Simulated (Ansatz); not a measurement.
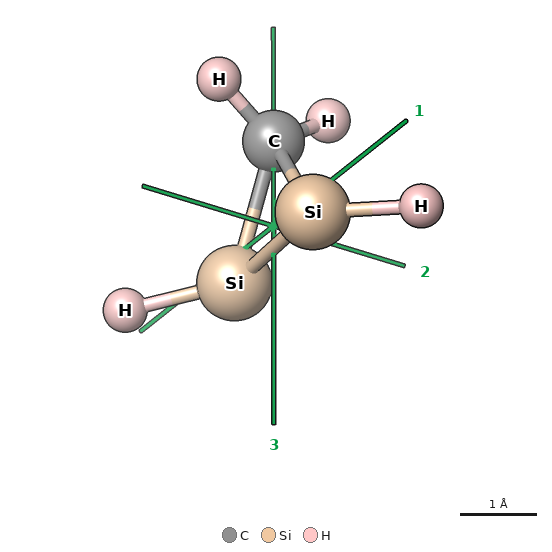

The three principal axes of inertia are drawn and numbered. Atoms fade into the background with distance from the viewer. Computed geometry: PBE-D4/def2-SVP optimisation. No frequency run is at hand to confirm it as a minimum. Masses are those of the most abundant isotopes; constants are for the rigid equilibrium geometry.

Question: Which line is the a axis (least moment of inertia), which b and which c?

Answer: a is line 1, b is line 3, c is line 2; the moments are 37.4, 79.6, 110 u Å².

Question: What kind of rotor is it, and what are its rotational constants in cm⁻¹?

Answer: An asymmetric top (C2): A = 0.451, B = 0.212, C = 0.154 cm⁻¹. Ray's parameter κ is −0.61, nearer the prolate limit.
